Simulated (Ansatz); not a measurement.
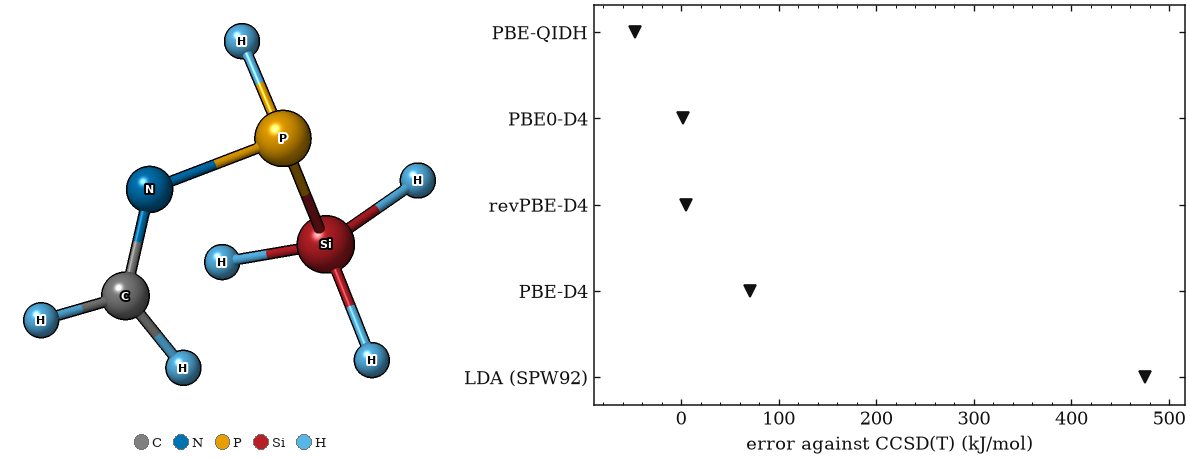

Error in the electronic atomisation energy (method less reference, so positive means overbinding) of CH₆NPSi, SMILES C=NP[SiH3]: functionals in def2-TZVPP against frozen-core CCSD(T) at the limit (MP2 extrapolated from triple and quadruple zeta, plus CCSD(T) less MP2 in a smaller set), which gives 3239.2 kJ/mol, at a PBE0-D4/def2-TZVP geometry (a minimum by its frequencies), no zero-point or spin-orbit term, the Ansatz code. The reference leaves out core correlation, a term that grows with the number of heavy atoms. PBE-QIDH holds a correlation term that converges slowly with the basis, so part of the distance to the limit is basis error. No dispersion term is added to PBE-QIDH.

### Which of these levels overbind, and which underbind?

Overbind: PBE-D4 and LDA (SPW92). Underbind: PBE-QIDH. Within 20 kJ/mol of zero, too close to call in view of what the reference leaves out: PBE0-D4 and revPBE-D4.

### What range do the values span?

From −47.6 kJ/mol (PBE-QIDH) to 475.0 kJ/mol (LDA (SPW92)).

Caveats, for all or some of the runs: one conformer of a flexible molecule.
